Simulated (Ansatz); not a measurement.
**AlFH$_{4}$NP (SMILES [F][AlH][NH]P): density, localisation and related maps**

Input file:

```
crystal:
  periodic: [false, false, false]
  atoms:
    - {symbol: Al, position_ang: [-2.460756, -0.006080, -1.391835]}
    - {symbol: F, position_ang: [-4.090059, 0.132154, -1.718076]}
    - {symbol: "N", position_ang: [-1.730586, 1.209108, -0.312611]}
    - {symbol: P, position_ang: [-0.089767, 1.380348, 0.242212]}
    - {symbol: H, position_ang: [-1.623326, -1.170428, -2.022378]}
    - {symbol: H, position_ang: [-2.314855, 1.947823, 0.073285]}
    - {symbol: H, position_ang: [0.200871, 0.032793, 0.641203]}
    - {symbol: H, position_ang: [0.628207, 1.216313, -0.989461]}
basis:
  gaussian:
    orbitals: def2-TZVPD
hamiltonian:
  xc: pbe0
output: {forces: true, orbitals: {seedname: orbitals}}
```

Launched as:

```sh
ansatz run input.yaml --threads 2 --pin off --max-ram 4350MiB --events-out events.jsonl --progress --plain --runs-dir runs
```

Geometry: B3LYP-D3(BJ)/def2-SVP.

All numbers below come from Ansatz, isolated molecule in a Gaussian basis; Kohn-Sham density functional theory, functional PBE0.

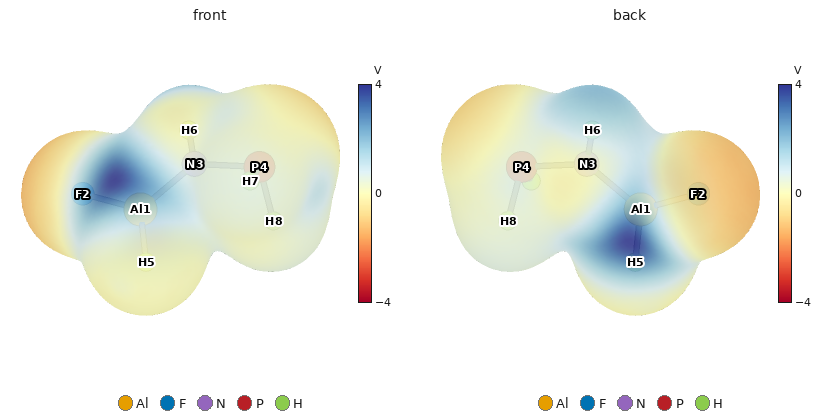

Figure 1. The electrostatic potential painted on the density surface at 0.002 e/bohr³, seen from the front and from behind; red is negative and blue positive.

Where is the surface potential most negative and most positive?

The most negative region (about −1.3 V) lies over F2, the most positive (about +3.8 V) over Al1.

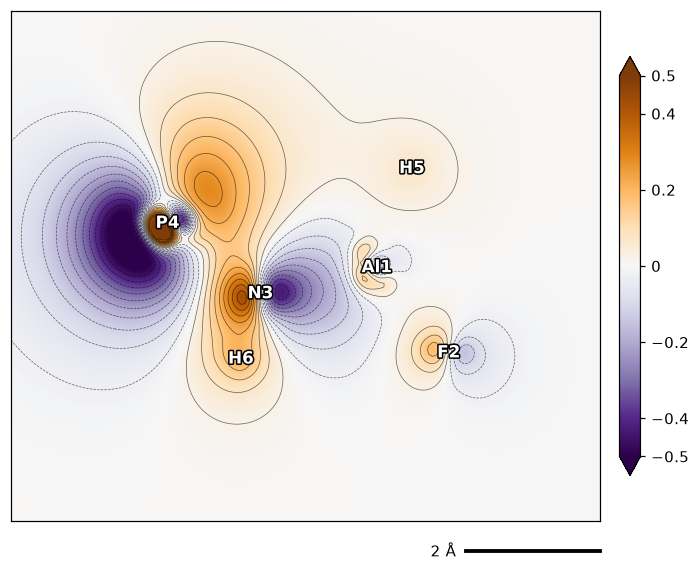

Figure 2. The HOMO on the plane of atoms Al1, N3 and P4 (values in Å⁻³ᐟ²; the overall sign is arbitrary).

Where does this orbital lie, and at what energy?

By Hirshfeld shares it lies mainly on P4 (about 70 %), N3 (about 10 %), H7 (about 5 %) and H8 (about 5 %); largely a lone pair of P4. Its energy is −7.43 eV.
